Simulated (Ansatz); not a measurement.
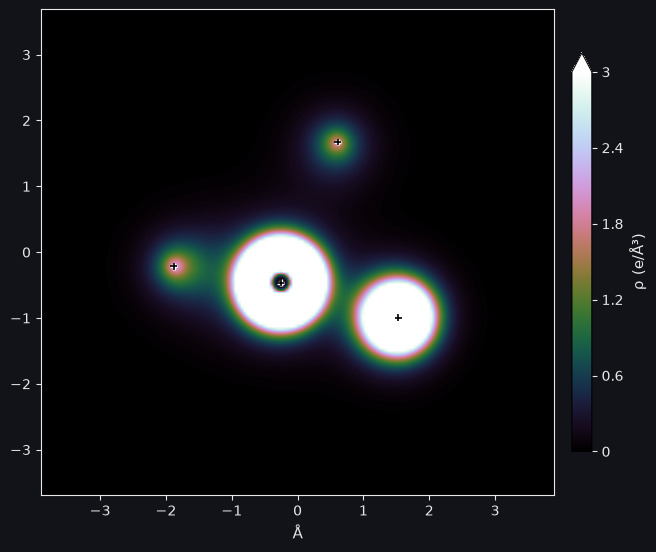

The electron density on a plane through atoms (crosses mark nuclei in the plane).

The calculation used UKS PBE0-D4/def2-TZVP (Ansatz).

Candidates:
A. FHIn···H (charge +1, doublet)
B. Rh3 (quartet)
C. Mo2O6 (triplet)

> Which system is this?

Candidate A: FHIn···H on the molecular plane, which holds In, H and F. In1···H3 (2.30 Å): the density falls to about 0.19 e/Å³ on the way. In–F (1.86 Å): ρ is about 0.99 e/Å³ halfway.
